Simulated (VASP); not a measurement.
Band structure of PbTe (rock salt). These are SCAN meta-GGA, VASP's PBE PAW potentials (set 64) (plane waves; VASP 6.6.1) values and carry that method's errors.

Unless said otherwise, spin-orbit coupling is left out, though it shifts the bands of the heavy elements here.

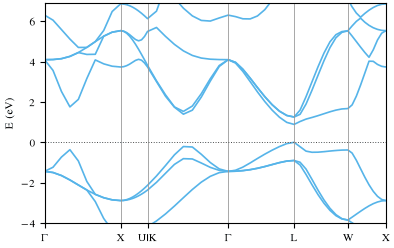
*Bands along high-symmetry lines, zero at the valence-band maximum or, without a gap, the Fermi level*

Q: Read the plot: is there a gap, and where are the band edges?

A: The gap is direct, 0.89 eV, from the valence maximum at L to the conduction minimum at L.

The compound is PbTe in the rock salt structure. It was relaxed first.
